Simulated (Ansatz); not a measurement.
# C2H8Ge: the cost of one run

Computed with the Python package of Ansatz 0.2.0. Level of theory: CAM-B3LYP/def2-TZVP.

## 1. The system

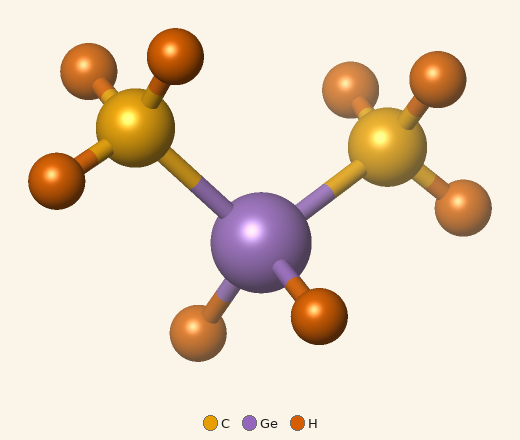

The structure that the script starts from, seen from a chosen angle (carbon amber, germanium purple, hydrogen orange).

No structure file is read: the coordinates are typed or built in the script.

## 2. The code

c2h8ge.py

```python
"""X-H bond energies of C2H8Ge without relaxation."""

import ansatz

config = {
    "basis_set": "def2-TZVP",
    "xc": "cam_b3lyp",
}


def single_point(molecule, charge=0, unpaired=0):
    calc = molecule.calculation().basis(gaussian=config["basis_set"]).functional(config["xc"])
    if charge:
        calc = calc.charge(charge)
    if unpaired:
        calc = calc.spin("collinear", total=unpaired)
    return calc.run(threads=1, pin="off").report["free_energy_ev"]

def without(molecule, index):
    rest = ansatz.Crystal.molecule()
    for i, site in enumerate(molecule.cartesian_sites):
        if i != index:
            rest = rest.atom(site.symbol, site.position_ang)
    return rest

geometry_ang = [
    ("C", (-1.2016, 0.908, -0.41)),
    ("Ge", (-0.2097, -0.6864, -0.3177)),
    ("C", (1.3831, -0.3455, 0.6871)),
    ("H", (-2.1022, 0.7743, -1.0058)),
    ("H", (-0.6501, 1.7333, -0.9423)),
    ("H", (-1.5162, 1.303, 0.6006)),
    ("H", (0.1957, -1.1473, -1.7426)),
    ("H", (-1.0008, -1.7663, 0.3819)),
    ("H", (2.0147, 0.459, 0.2389)),
    ("H", (1.149, -0.0099, 1.7469)),
    ("H", (2.0035, -1.2791, 0.7834)),
]
c2h8ge = ansatz.Crystal.molecule()
for symbol, xyz in geometry_ang:
    c2h8ge = c2h8ge.atom(symbol, xyz)

whole = single_point(c2h8ge, 0)
hydrogen = single_point(ansatz.Crystal.molecule().atom("H", (0, 0, 0)), 0, 1)
print(f"E(molecule) = {whole:.5f} eV, E(H) = {hydrogen:.5f} eV")
for index in [10, 7]:
    radical = single_point(without(c2h8ge, index), 0, 1)
    print(f"H{index}: homolysis {(radical + hydrogen - whole):.3f} eV")
    anion = single_point(without(c2h8ge, index), -1)
    print(f"H{index}: loss of a proton {(anion - whole):.3f} eV")
```

## 3. The calls as engine input

The package turns the script's settings into the engine's input (first run):

```yaml
crystal:
  periodic: [false, false, false]
  atoms:
    - { symbol: C, position_ang: [-1.2016, 0.908, -0.41] }
    - { symbol: Ge, position_ang: [-0.2097, -0.6864, -0.3177] }
    - { symbol: C, position_ang: [1.3831, -0.3455, 0.6871] }
    - { symbol: H, position_ang: [-2.1022, 0.7743, -1.0058] }
    - { symbol: H, position_ang: [-0.6501, 1.7333, -0.9423] }
    - { symbol: H, position_ang: [-1.5162, 1.303, 0.6006] }
    - { symbol: H, position_ang: [0.1957, -1.1473, -1.7426] }
    - { symbol: H, position_ang: [-1.0008, -1.7663, 0.3819] }
    - { symbol: H, position_ang: [2.0147, 0.459, 0.2389] }
    - { symbol: H, position_ang: [1.149, -0.0099, 1.7469] }
    - { symbol: H, position_ang: [2.0035, -1.2791, 0.7834] }
basis:
  gaussian:
    orbitals: def2-TZVP
hamiltonian:
  xc: cam_b3lyp
```

## 4. Running it

Started as:

```console
> python c2h8ge.py
```

**Question.** How long does this script take on 1 thread of Arm Neoverse V1, shared host, and how much memory does it need?

About 36 s, with a peak of 0.53 GiB.
